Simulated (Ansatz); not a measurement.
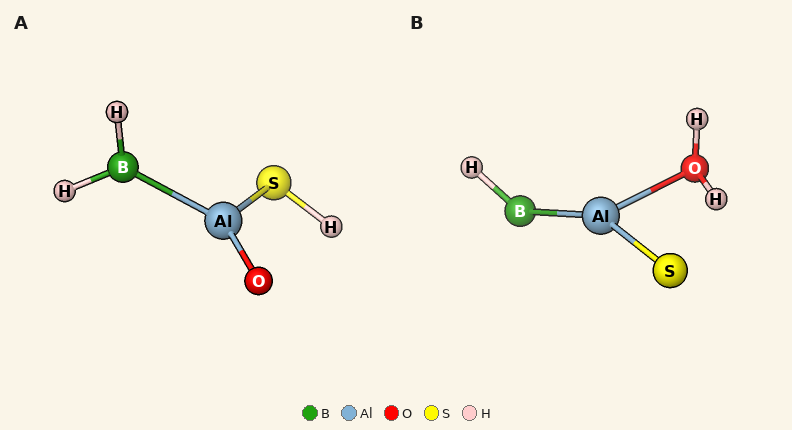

2 stationary structures of one formula. Charge −1, singlet. Geometries: PBE0-D4/def2-TZVPD. Electronic energies: PBE0-D4/def2-TZVPPD (Ansatz 0.2.0), without zero-point energy. No frequency run is at hand to confirm each as a minimum. Each is one conformer, not always the lowest.

> Which structure is the most stable?

A is lowest (Cs); B lies 182.9 kJ/mol above it (C1).

Give E(B) − E(A) in kJ/mol at these levels too: PBE0-D4/def2-TZVPPD; PBE0-D4/def2-TZVPD; B3LYP-D4/def2-TZVPPD; ωB97M-V/def2-TZVPPD; RHF-CCSD(T) (frozen core)/def2-TZVPPD; r2SCAN-D4/def2-TZVPPD; PBE-D4/def2-TZVPPD.

```
                                level  E(B) − E(A) (kJ/mol)
                  PBE0-D4/def2-TZVPPD                +182.9
                   PBE0-D4/def2-TZVPD                +187.2
                 B3LYP-D4/def2-TZVPPD                +205.5
                  ωB97M-V/def2-TZVPPD                +198.1
RHF-CCSD(T) (frozen core)/def2-TZVPPD                +194.1
                r2SCAN-D4/def2-TZVPPD                +196.1
                   PBE-D4/def2-TZVPPD                +186.7
```
